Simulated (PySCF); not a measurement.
**CH8BOPSi: NMR shielding calculation**

CH8BOPSi, SMILES BP[SiH2]OC, computed with GIAO PBE0/pcSseg-1 NMR shielding, non-relativistic, gas phase (PySCF 2.14.0).

The geometry comes from this level: GFN2-xTB. It belongs to a series of runs on one base structure; here: H on Si replaced by OCH3. Figures and captions count atoms from 1; the log counts them from 0 in places.

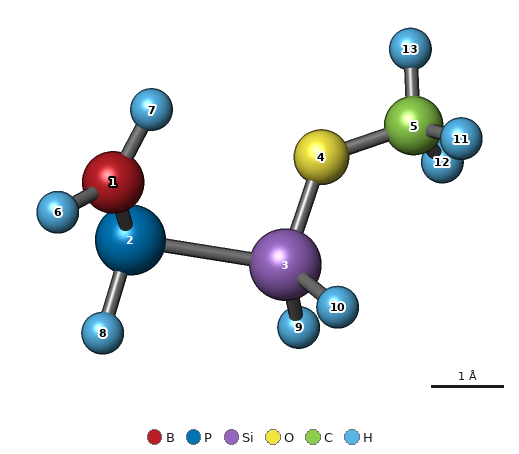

*The structure (ball-and-stick view, seen at a tilt; atoms are numbered from 1 in the order of the input).*

### Input
```
{"job": {"kind": "nmr", "xc": "PBE0", "basis": "pcSseg-1"}, "charge": 0, "multiplicity": 1}
B     -2.701718     0.233794    -0.206530
P     -1.493550    -0.506590    -1.363172
Si     0.385582    -0.883504    -0.251531
O      0.943980     0.623406    -0.092870
C      2.128040     1.051875     0.507349
H     -3.782537    -0.201624    -0.107711
H     -2.415207     1.233806     0.328961
H     -1.917184    -1.812309    -1.498801
H      1.262221    -1.716437    -1.083824
H      0.263398    -1.542632     1.060084
H      2.126410     0.818661     1.574125
H      2.993840     0.570774     0.047796
H      2.202336     2.131266     0.375150
```

The first line tells a small driver script what to run in PySCF; the rest is the geometry in Å.

Launch command:
```bash
OMP_NUM_THREADS=1 python <driver script> task.json out
```

### Log
```
coarse grid: 11472 points
cycle   1  E = -773.2577464227  dE =  3.790e-01  |g| = 6.476e-01  |ddm| = 3.095e+00
cycle   2  E = -773.1259626558  dE =  1.318e-01  |g| = 1.055e+00  |ddm| = 1.532e+00
cycle   3  E = -773.3370712983  dE = -2.111e-01  |g| = 6.260e-02  |ddm| = 1.075e+00
cycle   4  E = -773.3377130294  dE = -6.417e-04  |g| = 2.630e-02  |ddm| = 8.533e-02
cycle   5  E = -773.3379282224  dE = -2.152e-04  |g| = 6.883e-03  |ddm| = 4.100e-02
cycle   6  E = -773.3379439305  dE = -1.571e-05  |g| = 1.852e-03  |ddm| = 1.112e-02
cycle   7  E = -773.3379449606  dE = -1.030e-06  |g| = 3.215e-04  |ddm| = 2.877e-03
final grid: 100456 points
cycle   8  E = -773.3761514723  dE = -2.123e-05  |g| = 8.526e-03  |ddm| = 1.955e-02
cycle   9  E = -773.3761397806  dE =  1.169e-05  |g| = 1.174e-02  |ddm| = 1.248e-02
cycle  10  E = -773.3761653800  dE = -2.560e-05  |g| = 1.077e-03  |ddm| = 8.214e-03
cycle  11  E = -773.3761656258  dE = -2.457e-07  |g| = 1.692e-04  |ddm| = 1.093e-03
cycle  12  E = -773.3761656335  dE = -7.699e-09  |g| = 5.169e-05  |ddm| = 2.611e-04
cycle  13  E = -773.3761656342  dE = -7.778e-10  |g| = 1.753e-05  |ddm| = 9.733e-05
```

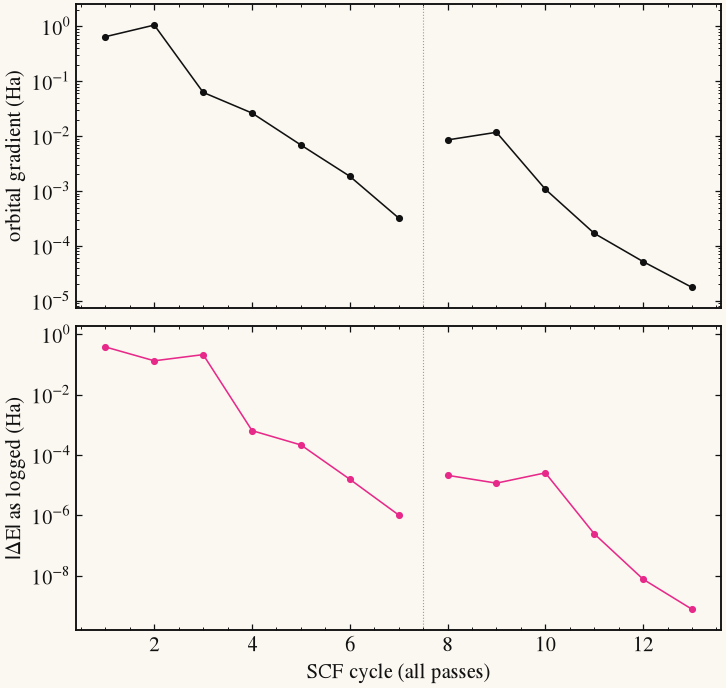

*Convergence of the self-consistent field: orbital gradient and size of the energy change against the SCF cycle. The dotted line marks the change from a coarse to the final integration grid.*

The first 7 cycles use a coarse grid, the final grid takes over at cycle 8, and the field converges after 13 cycles in all.

```
converged SCF energy = -773.3761656342

GIAO shielding tensors (ppm)
atom      isotropic    diamagn.    paramagn.     s11        s22        s33       span
  0 B       12.413     196.360    -183.947    -96.293    -14.225    147.758    244.051
  1 P      487.371     971.114    -483.743    362.641    514.365    585.107    222.466
  2 Si     371.416     881.185    -509.770    314.595    336.048    463.604    149.009
  3 O      342.356     400.070     -57.714    298.561    354.309    374.200     75.639
  4 C      131.860     241.283    -109.423    104.220    105.796    185.565     81.344
  5 H       22.765      29.337      -6.572     13.442     26.976     27.877     14.435
  6 H       23.195      30.589      -7.394     13.387     27.084     29.114     15.727
  7 H       29.122      31.326      -2.205     24.504     26.613     36.248     11.744
  8 H       26.438      29.943      -3.505     23.164     24.891     31.257      8.092
  9 H       26.227      30.542      -4.315     22.895     25.069     30.716      7.821
 10 H       27.980      28.637      -0.657     23.959     25.648     34.333     10.373
 11 H       28.009      27.825       0.184     23.989     25.682     34.356     10.367
 12 H       27.567      27.875      -0.308     23.314     25.368     34.018     10.703
```

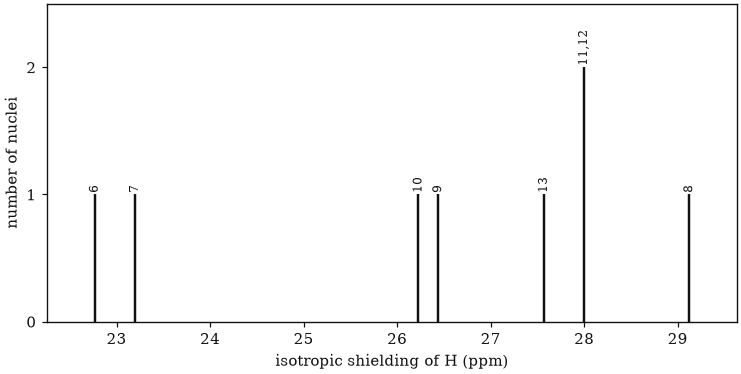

*Isotropic shieldings of the hydrogen nuclei in this fixed geometry, labelled by atom number; shielding grows to the right, so chemical shift grows to the left.*

The least shielded is H6 (22.8 ppm), the most shielded H8 (29.1 ppm).

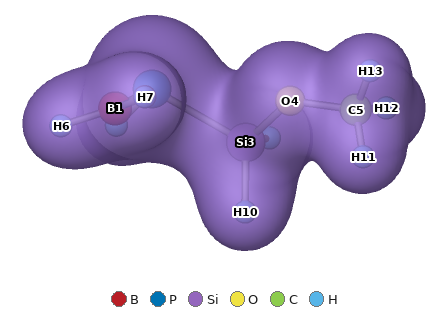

*Isosurface of the electron density at 0.1 e/Å³ (purple), seen from the side.*

At this value the surface is in one piece. On the grid the lowest density along these lines, outside the cores, is 1.8 e/Å³ (C–O, 1.39 Å), 1 e/Å³ (Si–O, 1.61 Å), 1.1 e/Å³ (B–P, 1.83 Å) and 0.66 e/Å³ (Si–P, 2.22 Å).

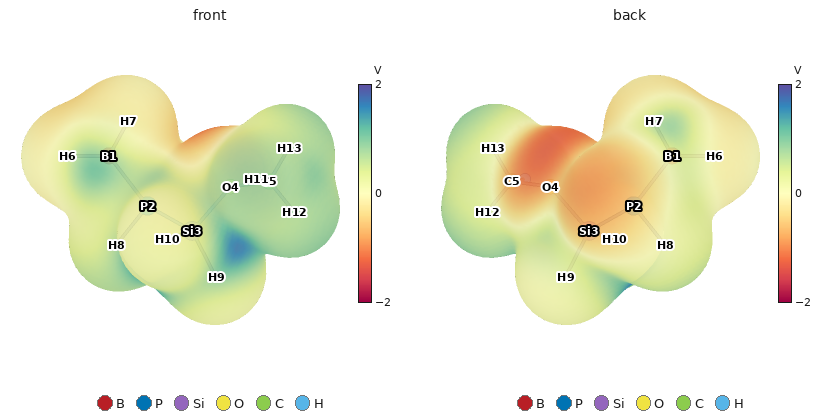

*The electrostatic potential painted on the density surface at 0.002 e/bohr³, seen at a tilt and from behind; red is negative and blue positive.*

A positive charge is drawn to the negative regions and a negative charge to the positive ones. Its dipole moment is 2.23 D.

### Summary

| quantity | value |
| --- | --- |
| outcome | converged |
| total energy | −773.376166 hartree |
| HOMO | −7.39 eV |
| LUMO | −1.72 eV |
| dipole moment | 2.23 D |
| isotropic shielding, B | 12.4 ppm |
| isotropic shielding, P | 487.4 ppm |
| isotropic shielding, Si | 371.4 ppm |
| isotropic shielding, O | 342.4 ppm |
| isotropic shielding, C | 131.9 ppm |
| hardware | 1 CPU thread, shared host |
| wall time | 18 s |
| peak memory | 0.68 GiB |
